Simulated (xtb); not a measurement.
# ZnBAsH$_{4}$: geometry relaxation (part 3 of 3)

The same run, continued: ZnBAsH$_{4}$, SMILES B[AsH][ZnH]; GFN1-xTB, GBSA solvent thf (xtb 6.7.1). The starting geometry was optimised with GFN1-xTB.

Geometry of the input (Å):
```
B  -1.1826  0.5755  -0.8567
As -0.3408  0.0813  0.8069
Zn 1.4671  -1.3400  0.5307
H  -1.9522  -0.1717  -1.3823
H  -1.1759  1.6856  -1.2972
H  0.5388  1.2860  0.9742
H  2.6455  -2.1167  1.2245
```

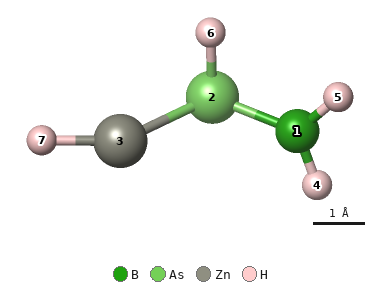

*The input geometry (ball-and-stick view, seen on its broad side; atoms are numbered from 1 in the order of the input). Sticks mark near contacts.*

### Key numbers

```tsv
quantity	value
outcome	converged
electrons treated	14
total energy	−6.709486 hartree
dispersion energy	−0.002005 hartree
solvation energy	−0.019764 hartree
basis functions	26
HOMO	−10.31 eV
LUMO	−7.45 eV
dipole moment	1.16 D
hardware	1 thread of Intel Xeon @ 2.70GHz, 189 GiB of memory available, shared host
peak memory	0.07 GiB
```

### Remarks

Settings chosen away from the usual ones: method = gfn1-xtb; task = optimise; x = {"surface_grid": "tight"}; geo = {"prev": "A"}; sm = GBSA; solvent = thf.
